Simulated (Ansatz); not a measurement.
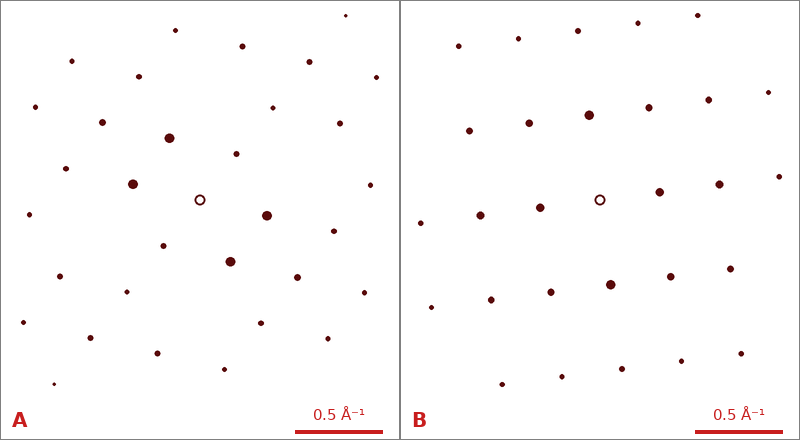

Kinematic electron diffraction patterns (300 kV, B = 0.5 Å², same scale, each along a low-index zone) of two structures of composition BeMo, each relaxed at zero pressure with Ansatz 0.2.0, DFT PBE, scalar-relativistic, plane waves, PAW.

The structures (standard cells):
1. P6_3/mmc (No. 194), a = 3.419 Å, c = 4.861 Å (hexagonal axes), 4 atoms; generated start, possibly hypothetical
2. Pm-3m (No. 221), a = 2.886 Å, 2 atoms; generated start, possibly hypothetical

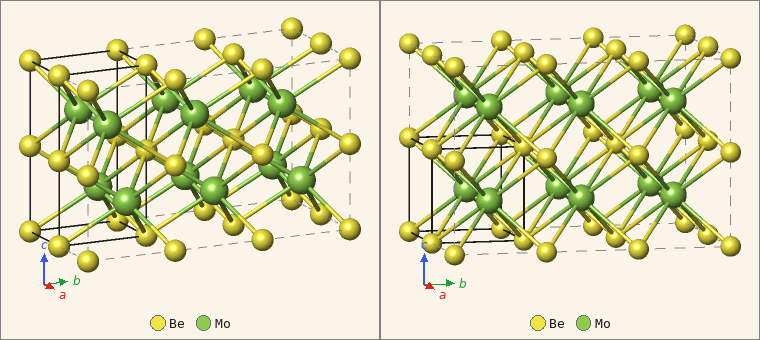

Drawings of the structures 1 to 2, from left to right (each may span several cells).

### Which pattern belongs to which structure, and along which zone?

A is structure 1 along [101] or an equivalent direction: centred rectangular net of 0 1 0 at d = 2.96 Å and 1 0 -1 at d = 2.53 Å, 64.7° apart (some points of this net are extinct or too weak to see). B is structure 2 along [110] or an equivalent direction: rectangular net of 0 0 1 at d = 2.89 Å and 1 -1 0 at d = 2.04 Å, 90.0° apart.

### Which structure lies lowest at this level of theory, and by how much?

Structure 2 (Pm-3m, 12.01 Å³ an atom) is the lowest of these; structure 1 (P6_3/mmc, 12.30 Å³ an atom) lies about 63 meV an atom higher. These are static energies at 0 K; other structures, not shown, may lie lower still.
